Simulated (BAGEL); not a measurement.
**PBE0/def2-SVP (density fitting with cc-pvqz-jkfit) run of C3H9Al (trimethylaluminium (TMA))**

Aim: the energy change on altering one bond length of C3H9Al (trimethylaluminium (TMA)) at PBE0/def2-SVP (density fitting with cc-pvqz-jkfit), from 2 runs. 

Program for the calculation: BAGEL 1.2.2.

3 further runs of the same task are left out: 3 set aside as unsound or not needed.

**1. Starting point**

C3H9Al has 13 atoms, charge 0, and is taken as a singlet. As SMILES, `[CH3][Al]([CH3])[CH3]`. The shape is that of a PBE0-D4/def2-TZVP optimisation.

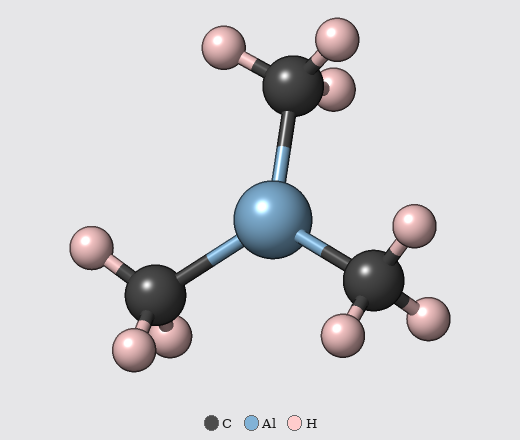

Viewed from a chosen angle; carbon dark grey, aluminium light blue, hydrogen pink.

**2. The energy at PBE0/def2-SVP (density fitting with cc-pvqz-jkfit)**

calc.json reads:

```json
{ "bagel": [

{
  "title": "molecule",
  "basis": "svp",
  "df_basis": "cc-pvqz-jkfit",
  "angstrom": "true",
  "geometry": [
    { "atom": "C", "xyz": [   -0.494100,    1.704120,   -0.827550 ] },
    { "atom": "Al", "xyz": [    0.040170,   -0.003580,   -0.030910 ] },
    { "atom": "C", "xyz": [    1.221370,   -0.027200,    1.531300 ] },
    { "atom": "C", "xyz": [   -0.686290,   -1.680610,   -0.735260 ] },
    { "atom": "H", "xyz": [    0.263360,    2.483150,   -0.703080 ] },
    { "atom": "H", "xyz": [   -1.405360,    2.074820,   -0.341540 ] },
    { "atom": "H", "xyz": [   -0.723910,    1.618210,   -1.893400 ] },
    { "atom": "H", "xyz": [    1.916950,    0.816720,    1.546080 ] },
    { "atom": "H", "xyz": [    1.802660,   -0.950480,    1.607140 ] },
    { "atom": "H", "xyz": [    0.626840,    0.043510,    2.450840 ] },
    { "atom": "H", "xyz": [   -0.909840,   -1.626780,   -1.804530 ] },
    { "atom": "H", "xyz": [   -1.631190,   -1.919800,   -0.231290 ] },
    { "atom": "H", "xyz": [   -0.020650,   -2.532080,   -0.567790 ] }
  ]
},
{
  "title": "ks",
  "xc_func": "pbe0"
},
{
  "title": "print",
  "file": "orbitals.molden",
  "orbitals": "true"
}

]}
```

Launch:

```
BAGEL_NUM_THREADS=1 BAGEL calc.json > calc.out
```

The program printed:

```text
* using 1 threads per process

  ===============================================================
  ===============================================================

  *** Geometry ***

  { "atom" : "C", "xyz" : [     -0.933714,      3.220320,     -1.563843 ] },
  { "atom" : "Al", "xyz" : [      0.075910,     -0.006765,     -0.058411 ] },
  { "atom" : "C", "xyz" : [      2.308055,     -0.051401,      2.893738 ] },
  { "atom" : "C", "xyz" : [     -1.296900,     -3.175893,     -1.389440 ] },
  { "atom" : "H", "xyz" : [      0.497678,      4.692473,     -1.328629 ] },
  { "atom" : "H", "xyz" : [     -2.655746,      3.920842,     -0.645417 ] },
  { "atom" : "H", "xyz" : [     -1.367992,      3.057974,     -3.578007 ] },
  { "atom" : "H", "xyz" : [      3.622510,      1.543377,      2.921668 ] },
  { "atom" : "H", "xyz" : [      3.406534,     -1.796147,      3.037054 ] },
  { "atom" : "H", "xyz" : [      1.184556,      0.082222,      4.631416 ] },
  { "atom" : "H", "xyz" : [     -1.719348,     -3.074169,     -3.410067 ] },
  { "atom" : "H", "xyz" : [     -3.082502,     -3.627896,     -0.437075 ] },
  { "atom" : "H", "xyz" : [     -0.039023,     -4.784938,     -1.072968 ] },

  Number of auxiliary basis functions:      925

  Since a DF basis is specified, we compute 2- and 3-index integrals:
    o Being stored without compression. Storage requirement is 0.082 GB

  Number of basis functions:      105
  Number of electrons      :       40

    * METHOD: MOLECULE                             1.13

  *** Kohn-Sham DFT ***

    * Removing 24422 points whose weight is below 1.00e-10
    * Grid points: 169356

  === Nuclear Repulsion ===
   151.1621726920

       - DIIS with orbital gradients will be used.

  === KS iteration (pbe0 / svp) ===
      0       -333.22426713          0.10924008           0.76
      1       -301.38816853          0.12667453           0.73
      2       -319.35092284          0.09483733           0.73
      3       -357.65719867          0.07568893           0.74
      4       -361.33543564          0.02342822           0.74
      5       -361.56600557          0.01502954           0.73
      6       -361.74699275          0.00153494           0.72
      7       -361.74818958          0.00046911           0.72
      8       -361.74831013          0.00011956           0.72
      9       -361.74831907          0.00003844           0.73
     10       -361.74831988          0.00001545           0.73
     11       -361.74832003          0.00000259           0.73
     12       -361.74832003          0.00000048           0.73
     13       -361.74832003          0.00000008           0.73
     14       -361.74832003          0.00000002           0.73
     15       -361.74832003          0.00000001           0.72
    * SCF iteration converged.

    * Permanent dipole moment:
           (    0.012543,    -0.001163,    -0.009742) a.u.

    * METHOD: KS                                  13.08

    * METHOD: PRINT                                0.03

  ===============================================================
```

Run time: 14 s. Hardware: 1 thread of Arm Neoverse V1, shared host; peak memory 0.8 GiB.

**3. The distorted shape**

input.json reads:

```json
{ "bagel" : [

{
  "title" : "molecule",
  "basis" : "svp",
  "df_basis" : "cc-pvqz-jkfit",
  "angstrom" : true,
  "geometry" : [
    { "atom" : "C", "xyz" : [   -0.018476,    1.647552,   -1.563181 ] },
    { "atom" : "Al", "xyz" : [    0.515794,   -0.060148,   -0.766541 ] },
    { "atom" : "C", "xyz" : [    1.696994,   -0.083768,    0.795669 ] },
    { "atom" : "C", "xyz" : [   -0.210666,   -1.737178,   -1.470891 ] },
    { "atom" : "H", "xyz" : [    0.738984,    2.426582,   -1.438711 ] },
    { "atom" : "H", "xyz" : [   -0.929736,    2.018252,   -1.077171 ] },
    { "atom" : "H", "xyz" : [   -0.248286,    1.561642,   -2.629031 ] },
    { "atom" : "H", "xyz" : [    2.392574,    0.760152,    0.810449 ] },
    { "atom" : "H", "xyz" : [    2.278284,   -1.007048,    0.871509 ] },
    { "atom" : "H", "xyz" : [    0.626840,    0.043510,    2.450840 ] },
    { "atom" : "H", "xyz" : [   -0.434216,   -1.683348,   -2.540161 ] },
    { "atom" : "H", "xyz" : [   -1.155566,   -1.976368,   -0.966921 ] },
    { "atom" : "H", "xyz" : [    0.454974,   -2.588648,   -1.303421 ] }
  ]
},
{
  "title" : "ks",
  "xc_func" : "pbe0"
},
{
  "title" : "print",
  "file" : "orbitals.molden",
  "orbitals" : true
}

]}
```

Launch:

```
BAGEL_NUM_THREADS=1 BAGEL input.json > input.out
```

The program printed:

```text
* using 1 threads per process

  ===============================================================
  ===============================================================

  *** Geometry ***

  { "atom" : "C", "xyz" : [     -0.034915,      3.113422,     -2.953984 ] },
  { "atom" : "Al", "xyz" : [      0.974709,     -0.113663,     -1.448553 ] },
  { "atom" : "C", "xyz" : [      3.206854,     -0.158299,      1.503596 ] },
  { "atom" : "C", "xyz" : [     -0.398101,     -3.282791,     -2.779581 ] },
  { "atom" : "H", "xyz" : [      1.396477,      4.585575,     -2.718770 ] },
  { "atom" : "H", "xyz" : [     -1.756946,      3.813944,     -2.035558 ] },
  { "atom" : "H", "xyz" : [     -0.469193,      2.951076,     -4.968149 ] },
  { "atom" : "H", "xyz" : [      4.521310,      1.436479,      1.531527 ] },
  { "atom" : "H", "xyz" : [      4.305333,     -1.903045,      1.646913 ] },
  { "atom" : "H", "xyz" : [      1.184556,      0.082222,      4.631416 ] },
  { "atom" : "H", "xyz" : [     -0.820549,     -3.181067,     -4.800209 ] },
  { "atom" : "H", "xyz" : [     -2.183703,     -3.734794,     -1.827216 ] },
  { "atom" : "H", "xyz" : [      0.859776,     -4.891836,     -2.463109 ] },

  Number of auxiliary basis functions:      925

  Since a DF basis is specified, we compute 2- and 3-index integrals:
    o Being stored without compression. Storage requirement is 0.082 GB

  Number of basis functions:      105
  Number of electrons      :       40

    * METHOD: MOLECULE                             1.15

  *** Kohn-Sham DFT ***

    * Removing 23588 points whose weight is below 1.00e-10
    * Grid points: 170190

  === Nuclear Repulsion ===
   148.8570510073

       - DIIS with orbital gradients will be used.

  === KS iteration (pbe0 / svp) ===
      0       -331.04723472          0.10860944           0.77
      1       -290.15078506          0.14131212           0.74
      2       -332.82366852          0.11133365           0.74
      3       -357.12266279          0.06784313           0.74
      4       -361.14236915          0.02467504           0.73
      5       -361.33689984          0.01837923           0.73
      6       -361.61118069          0.00414665           0.73
      7       -361.61845763          0.00280143           0.73
      8       -361.62450494          0.00043663           0.74
      9       -361.62465209          0.00011406           0.73
     10       -361.62466137          0.00002870           0.74
     11       -361.62466202          0.00000980           0.73
     12       -361.62466210          0.00000143           0.73
     13       -361.62466210          0.00000066           0.73
     14       -361.62466210          0.00000020           0.73
     15       -361.62466210          0.00000011           0.73
     16       -361.62466210          0.00000004           0.73
     17       -361.62466210          0.00000002           0.73
     18       -361.62466210          0.00000001           0.73
    * SCF iteration converged.

    * Permanent dipole moment:
           (   -0.180854,     0.023221,     0.316094) a.u.

    * METHOD: KS                                  15.50

    * METHOD: PRINT                                0.03

  ===============================================================
```

Wall time 17 s (1 thread of Arm Neoverse V1, shared host); peak memory 0.8 GiB.

**4. Outcome**

Level: PBE0/def2-SVP (density fitting with cc-pvqz-jkfit).

```
                                                          quantity          value
                                         first shape: total energy  -361.74832 Eh
                                        first shape: dipole moment         0.04 D
                                          first shape: HOMO energy       -7.49 eV
                                          first shape: LUMO energy       -0.32 eV
                                        first shape: HOMO–LUMO gap        7.18 eV
                                     distorted shape: total energy  -361.62466 Eh
                                    distorted shape: dipole moment         0.93 D
                                      distorted shape: HOMO energy       -7.52 eV
                                      distorted shape: LUMO energy       -1.99 eV
                                    distorted shape: HOMO–LUMO gap        5.53 eV
energy change with the C3–H10 bond stretched from 1.097 to 1.975 Å       3.365 eV
```

**Reading.** With the C3–H10 bond stretched from 1.097 to 1.975 Å the energy rises by 3.36 eV (78 kcal/mol). The first shape isn't relaxed at this level, so the change isn't measured from a minimum.
